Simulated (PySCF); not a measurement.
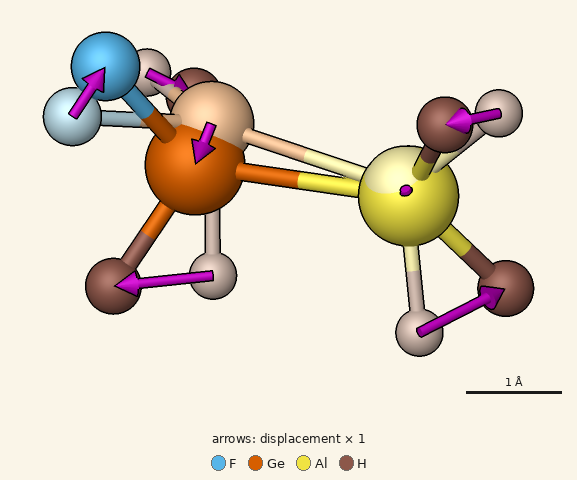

A relaxation of AlGeH4F. The starting structure is drawn faded, the final one solid; purple arrows show the displacements, at their true length. The two geometries are superimposed by the best rigid fit.

The picture is a ball-and-stick view, seen at a tilt.

Level of theory: PySCF, RKS PBE0-D4/def2-TZVP, density fitting. 

Q: Atoms of which element are displaced furthest, and by how much?

A: Hydrogen: up to 1.15 Å, against 0.64 Å for fluorine.

Q: What did the optimiser do to the structure, and how much energy did it gain?

A: The atom that moves furthest after the best rigid fit is an H atom (1.15 Å). By element the largest moves are H 1.15 Å, F 0.64 Å, Ge 0.47 Å, Al 0.11 Å. Near-neighbour distances that change, for instance: Ge–H 1.624 → 1.545 Å, Al–Ge 2.436 → 2.493 Å, Al–H 1.546 → 1.587 Å, F–Ge 1.798 → 1.758 Å. Bond angles that change, for instance: Al–Ge–H 78.3° → 115.7°, Al–Ge–H 148.9° → 115.7°, Ge–Al–H 106.2° → 118.2°. The energy falls by 18.1 kcal/mol in 33 geometry steps.
